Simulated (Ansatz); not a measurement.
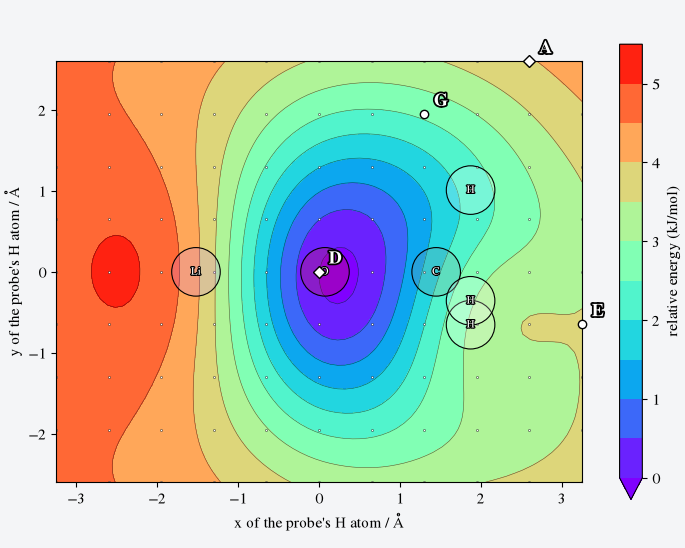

CH₃LiO (SMILES [Li][O]C) with the probe H2. 
- The probe is moved over a plane parallel to the molecule's main plane, 2.89 Å above it.
- First axis: x of the probe's H atom. Second axis: y of the probe's H atom.
- Nothing is relaxed (molecule and probe rigid, the probe upright with H nearest the plane).
- The scan uses an 11 × 9 grid.
- Points are written as (first, second).
- All energies are given in kJ/mol relative to the lowest grid point.
- These are results of RKS wB97M-V/def2-SVPD (Ansatz 0.2.0), not measurements.

The picture shows filled contours, dots at the grid points, labelled circles for the molecule's atoms, projected on the plane, lettered points. Between grid points the surface is interpolated.

What kind of point is each of D, G: minimum, saddle, maximum or slope?

D: minimum; G: on a slope. (In these two coordinates alone; a stationary point may lie a little off the grid point.)

Rank the lettered points by energy, lowest first.

D (0.00 kJ/mol), G (2.60 kJ/mol), E (3.52 kJ/mol), A (3.96 kJ/mol).
